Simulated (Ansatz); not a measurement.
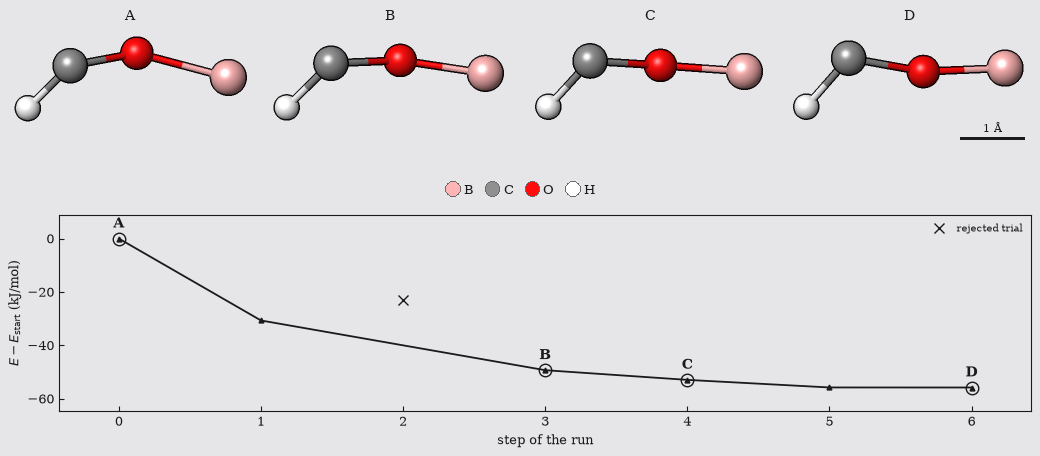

Frames of a relaxation of CHBO, marked on the history of the run. Style: ball-and-stick. Shown at a tilt.

It is one of the separated reactants of a reaction.

Computed with Ansatz, RKS PBE-D4/def2-SVP. Set-up: force threshold 0.03 eV/Å; at most 250 steps.

Question: Describe the path.

Answer: The energy falls by 55.8 kJ/mol in 5 accepted moves (6 points after the start). Largest force component: 3 eV/Å at the start, 0.0012 eV/Å at the end. The line search rejected the trial step at point 2 of the run. The O atom moves most after the best rigid fit: 0.33 Å. Largest moves by element: O 0.33 Å, B 0.17 Å, C 0.12 Å, H 0.05 Å. Among the contacts that change: B–O 1.500 → 1.336 Å, C–H 1.060 → 1.137 Å, C–O 1.276 → 1.321 Å. Among the angles between lasting bonds that change: B–O–C 143.8° → 164.4°, O–C–H 111.9° → 103.1°. Cost: 2.9 s on 2 threads of Intel Xeon Platinum 8488C, with other jobs on the host. From step 0 to 3: the O atom moves most (0.13 Å), energy −49.3 kJ/mol. From step 3 to 4: the O atom moves most (0.09 Å), energy −3.63 kJ/mol. From step 4 to 6: the O atom moves most (0.15 Å), energy −2.86 kJ/mol.

```
step  E − E(0), kJ/mol  largest force component, eV/Å      note
   0              0.00                         3.0477          
   1            -30.69                         2.3524          
   2            -22.95                         4.6494  rejected
   3            -49.32                         0.8010          
   4            -52.95                         0.4828          
   5            -55.79                         0.0368          
   6            -55.81                         0.0012
```
